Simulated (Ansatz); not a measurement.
ZrO₂ (baddeleyite type, space group P2_1/c)

```yaml
crystal:
  lattice:
    - [5.18987, 0.00000, 0.00000]
    - [0.00000, 5.24188, 0.00000]
    - [-0.90466, 0.00000, 5.30184]
  atoms:
    - { symbol: Zr, position: [0.27576, 0.04379, 0.21002] }
    - { symbol: Zr, position: [0.72424, 0.54379, 0.28998] }
    - { symbol: Zr, position: [0.72424, 0.95621, 0.78998] }
    - { symbol: Zr, position: [0.27576, 0.45621, 0.71002] }
    - { symbol: O, position: [0.06497, 0.32630, 0.35005] }
    - { symbol: O, position: [0.93503, 0.82630, 0.14995] }
    - { symbol: O, position: [0.93503, 0.67370, 0.64995] }
    - { symbol: O, position: [0.06497, 0.17370, 0.85005] }
    - { symbol: O, position: [0.45100, 0.75674, 0.47552] }
    - { symbol: O, position: [0.54900, 0.25674, 0.02448] }
    - { symbol: O, position: [0.54900, 0.24326, 0.52448] }
    - { symbol: O, position: [0.45100, 0.74326, 0.97552] }
```

Equation-of-state scan: isotropic scaling of the cell above, V₀ being its volume. The atoms relax within the cell's symmetry.

Method: PBE (plane waves to 420 eV, PAW, scalar-relativistic; Ansatz, a first-principles code). k mesh 5×5×5 (Γ-centred), Fermi-Dirac smearing 0.05 eV. The energy includes the smearing's −TS. The relaxing atoms change the space group within the scan (C2/c at V/V₀ = 1.160), so nothing is fitted. ZrO2 is run without spin polarisation. ZrO2 was relaxed with its symmetry unable to fall. ΔE is measured from the relaxed starting cell.

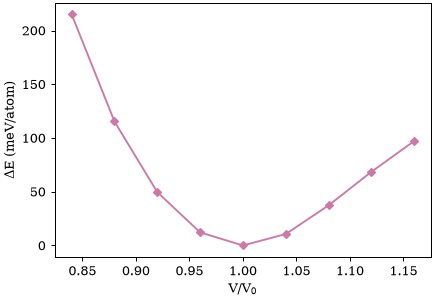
Fig. 1. ΔE (meV/atom) against V/V₀; computed points joined by lines.

Question: What is ΔE at V/V₀ = 1.160?

Answer: About 97 meV/atom.

Question: What is ΔE at V/V₀ = 0.840?

Answer: About 220 meV/atom.

(Under strain, the slope of the energy per volume gives the stress and its curvature an elastic modulus.)
